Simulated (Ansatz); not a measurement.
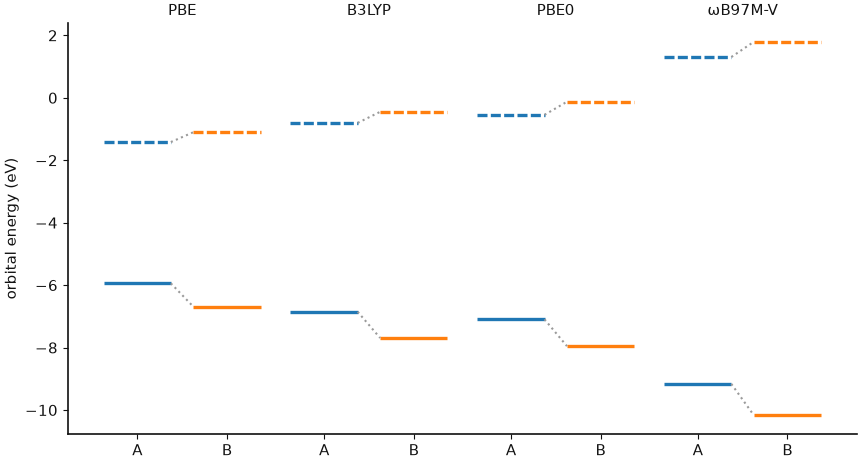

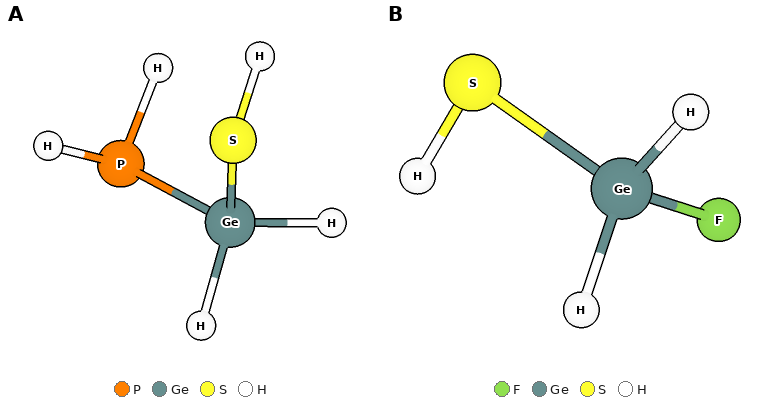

One change: A, GePH₅S (SMILES [PH2][GeH2][SH]), becomes B, GeH₃SF (SMILES [F][GeH2][SH]). PH₂ on Ge is replaced by F. HOMO (solid) and LUMO (dashed) computed in def2-TZVPP at PBE0-D4/def2-TZVP geometries, both minima by their frequencies, gas phase, the Ansatz code 0.2.0. Empty levels above zero depend strongly on the basis.

What does the change do to HOMO and LUMO?

PBE: the HOMO falls by 0.75 eV, the LUMO rises by 0.32 eV, and the separation goes from 4.52 to 5.58 eV. B3LYP: the HOMO falls by 0.84 eV, the LUMO rises by 0.35 eV, and the separation goes from 6.05 to 7.24 eV. PBE0: the HOMO falls by 0.86 eV, the LUMO rises by 0.42 eV, and the separation goes from 6.55 to 7.83 eV. ωB97M-V: the HOMO falls by 1.00 eV, the LUMO rises by 0.49 eV, and the separation goes from 10.47 to 11.96 eV.

Do the functionals agree on the effect?

They agree on the direction for both levels; the HOMO shift lies between −1.00 and −0.75 eV and the LUMO shift between 0.32 and 0.49 eV, while the separations themselves differ by up to 6.4 eV between functionals.
